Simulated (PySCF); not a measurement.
## What a change does: excited-state calculation on Si$_{2}$N$_{2}$H$_{8}$S

System: Si$_{2}$N$_{2}$H$_{8}$S.
Method of the first run: TDDFT PBE0/def2-SVPD, vertical, gas phase, core orbitals frozen in the response (PySCF 2.14.0).

The geometry comes from this level: PBE0-D3(BJ)/def2-SVP. Text and figures count atoms from 1; the logs count them from 0 in places.

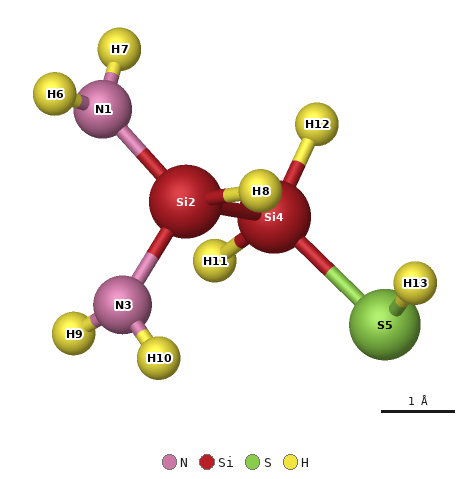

The input geometry (ball-and-stick view, seen at a tilt; atoms are numbered from 1 in the order of the input).

## The input, the first run
```
{"job": {"kind": "uv", "xc": "PBE0", "basis": "def2-SVPD", "ip": true}, "charge": 0, "multiplicity": 1}
N     -1.534708     1.268366     0.727410
Si    -0.586080    -0.130058     0.378672
N     -1.439828    -1.063568    -0.799016
Si     1.537136     0.598217    -0.323148
S      2.724102    -1.194042    -0.576235
H     -2.507482     1.164103     0.997016
H     -1.117036     2.090324     1.146971
H     -0.335202    -1.108224     1.495851
H     -1.615928    -0.664762    -1.715210
H     -1.232016    -2.053423    -0.871592
H      1.501835     1.199716    -1.692387
H      2.211930     1.587168     0.581939
H      2.398097    -1.710705     0.630058
```

The first line tells a small driver script what to run in PySCF; the rest is the geometry in Å.

Command:
```bash
OMP_NUM_THREADS=1 python <driver script> task.json out
```

Hardware: 1 CPU thread, shared host.

## Output (the first run)
```
coarse grid: 11960 points
cycle   1  E = -1090.5188639987  dE =  1.638e-01  |g| = 5.366e-01  |ddm| = 4.338e+00
cycle   2  E = -1090.4508863236  dE =  6.798e-02  |g| = 7.591e-01  |ddm| = 1.891e+00
cycle   3  E = -1090.5858681241  dE = -1.350e-01  |g| = 4.869e-02  |ddm| = 1.115e+00
cycle   4  E = -1090.5864570719  dE = -5.889e-04  |g| = 2.007e-02  |ddm| = 1.228e-01
cycle   5  E = -1090.5865702242  dE = -1.132e-04  |g| = 4.780e-03  |ddm| = 3.722e-02
cycle   6  E = -1090.5865758588  dE = -5.635e-06  |g| = 1.777e-03  |ddm| = 1.000e-02
final grid: 100560 points
cycle   7  E = -1090.6970583161  dE = -1.452e-05  |g| = 8.117e-03  |ddm| = 5.093e-02
cycle   8  E = -1090.6970431236  dE =  1.519e-05  |g| = 1.152e-02  |ddm| = 2.519e-02
cycle   9  E = -1090.6970738123  dE = -3.069e-05  |g| = 5.790e-04  |ddm| = 1.419e-02
cycle  10  E = -1090.6970738995  dE = -8.724e-08  |g| = 1.391e-04  |ddm| = 1.213e-03
cycle  11  E = -1090.6970739051  dE = -5.559e-09  |g| = 4.946e-05  |ddm| = 3.185e-04
cycle  12  E = -1090.6970739058  dE = -7.431e-10  |g| = 1.314e-05  |ddm| = 8.952e-05
converged SCF energy = -1090.6970739058

Static polarisability (au): isotropic 96.791, principal 82.119 95.436 112.818

Singlet excitations
state   eV       nm        f      main configurations
  1   5.2992    234.0   0.01371   H->L 0.96
  2   5.7700    214.9   0.00280   H->L+1 0.84
  3   5.8835    210.7   0.00985   H->L+2 0.65, H-1->L 0.20
  4   5.9974    206.7   0.03436   H-1->L 0.59, H->L+2 0.11, H->L+1 0.10
  5   6.2306    199.0   0.01048   H-2->L 0.84, H-1->L 0.09
  6   6.4149    193.3   0.00365   H-1->L+2 0.30, H->L+3 0.25, H->L+2 0.16
  7   6.4365    192.6   0.01254   H-1->L+1 0.75, H->L+3 0.12
  8   6.6872    185.4   0.00738   H-2->L+1 0.81, H->L+4 0.12
  9   6.7439    183.8   0.08800   H->L+4 0.58, H->L+3 0.24, H-2->L+1 0.12
 10   6.7837    182.8   0.07573   H-1->L+2 0.49, H->L+3 0.28, H->L+4 0.13

Triplet excitations (Tamm-Dancoff, eV): 4.8563 5.1887 5.4942 5.5978
Vertical ionisation energy (delta-SCF) = 8.5979 eV
```

The second run used a changed input.

## The two runs side by side

| quantity | the first run | the second run |
| --- | --- | --- |
| outcome | converged | converged |
| total energy (hartree) | −1090.697074 | −1090.989031 |
| HOMO (eV) | −6.85 | −6.66 |
| LUMO (eV) | −0.34 | 0.00 |
| dipole moment (D) | 2.04 | 2.51 |
| lowest excitation (eV) | 5.30 | 5.41 |
| SCF iterations | 12 | 12 |
| strongest computed line (eV) | 6.74 | 7.12 |
| basis functions | 179 | 98 |
| wall time (shared host) | 2 min | 9.4 s |

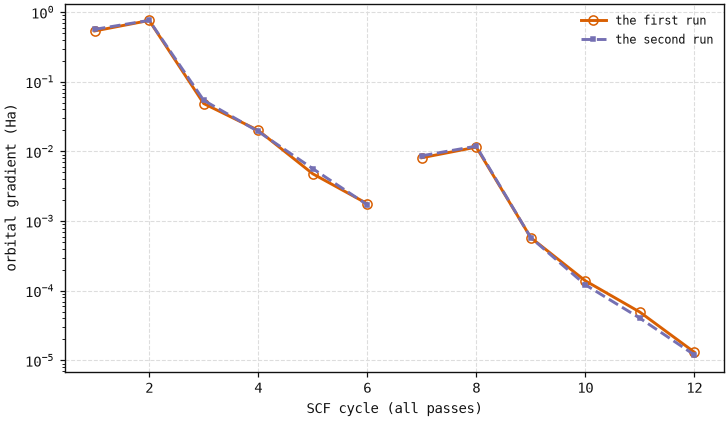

Convergence of the two runs: orbital gradient against the SCF cycle. A break in a curve parts two SCF passes (coarse and final grid). The first run takes 12 cycles in all, and the second run takes 12.

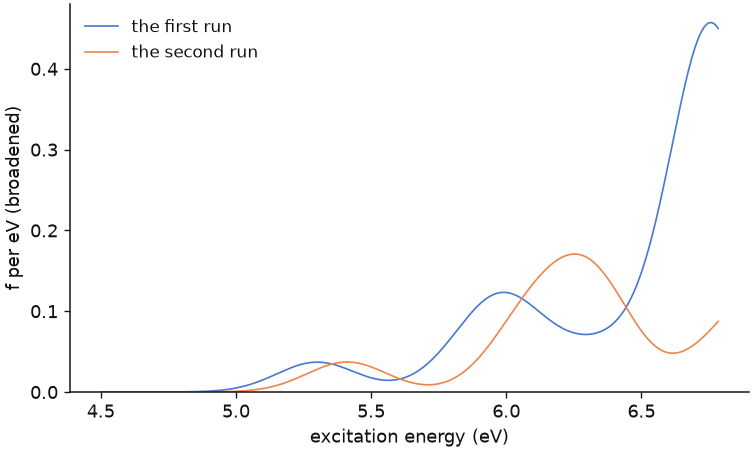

Absorption of the two runs from their computed states, each broadened by a Gaussian of 0.35 eV full width; the range ends where the shorter list of states ends.

Which change of the input explains these differences?

The change (lines with − go, lines with + come):
```diff
-"basis": "def2-SVPD"
-"ip": true
+"basis": "6-31G*"
```

The total energy of the second run is 183.2 kcal/mol lower, which measures the change of basis and not a stability. The HOMO goes from −6.85 to −6.66 eV. The LUMO goes from −0.34 to 0.00 eV. The dipole moment goes from 2.04 to 2.51 D. The lowest excitation goes from 5.30 to 5.41 eV. The strongest computed line goes from 6.74 to 7.12 eV. Diffuse functions give room to the loosely bound empty orbitals, which lowers the LUMO. The number of SCF iterations is the same. The basis functions go from 179 to 98.

## Output (the second run)
```
coarse grid: 11960 points
cycle   1  E = -1090.9837109536  dE =  2.278e-01  |g| = 5.660e-01  |ddm| = 3.207e+00
cycle   2  E = -1090.9215348617  dE =  6.218e-02  |g| = 7.615e-01  |ddm| = 1.384e+00
cycle   3  E = -1091.0592750550  dE = -1.377e-01  |g| = 5.415e-02  |ddm| = 8.816e-01
cycle   4  E = -1091.0600082535  dE = -7.332e-04  |g| = 1.934e-02  |ddm| = 9.495e-02
cycle   5  E = -1091.0601157867  dE = -1.075e-04  |g| = 5.669e-03  |ddm| = 3.182e-02
cycle   6  E = -1091.0601232865  dE = -7.500e-06  |g| = 1.717e-03  |ddm| = 6.738e-03
final grid: 100560 points
cycle   7  E = -1090.9890126376  dE = -9.937e-06  |g| = 8.663e-03  |ddm| = 1.987e-02
cycle   8  E = -1090.9889978235  dE =  1.481e-05  |g| = 1.191e-02  |ddm| = 2.141e-02
cycle   9  E = -1090.9890312588  dE = -3.344e-05  |g| = 5.794e-04  |ddm| = 1.185e-02
cycle  10  E = -1090.9890313633  dE = -1.045e-07  |g| = 1.219e-04  |ddm| = 1.004e-03
cycle  11  E = -1090.9890313675  dE = -4.120e-09  |g| = 4.047e-05  |ddm| = 2.076e-04
cycle  12  E = -1090.9890313679  dE = -4.788e-10  |g| = 1.202e-05  |ddm| = 6.389e-05
converged SCF energy = -1090.9890313679

Static polarisability (au): isotropic 76.980, principal 63.505 76.513 90.923

Singlet excitations
state   eV       nm        f      main configurations
  1   5.4107    229.1   0.01379   H->L 0.95
  2   6.0143    206.1   0.00372   H-1->L 0.51, H->L+1 0.36
  3   6.0914    203.5   0.02669   H->L+1 0.56, H-1->L 0.25, H-2->L 0.15
  4   6.2488    198.4   0.01783   H-2->L 0.76, H-1->L 0.17
  5   6.3426    195.5   0.03587   H->L+2 0.64, H-1->L+2 0.22
  6   6.7108    184.8   0.00203   H-1->L+1 0.80, H->L+2 0.09
  7   6.8347    181.4   0.02479   H-2->L+1 0.91
  8   7.1188    174.2   0.08759   H-1->L+2 0.70, H->L+2 0.21
  9   7.4425    166.6   0.02857   H->L+3 0.58, H-2->L+2 0.29
 10   7.5323    164.6   0.03946   H-3->L 0.48, H-2->L+2 0.22, H->L+4 0.12

Triplet excitations (Tamm-Dancoff, eV): 4.9392 5.4321 5.6608 5.7403
```
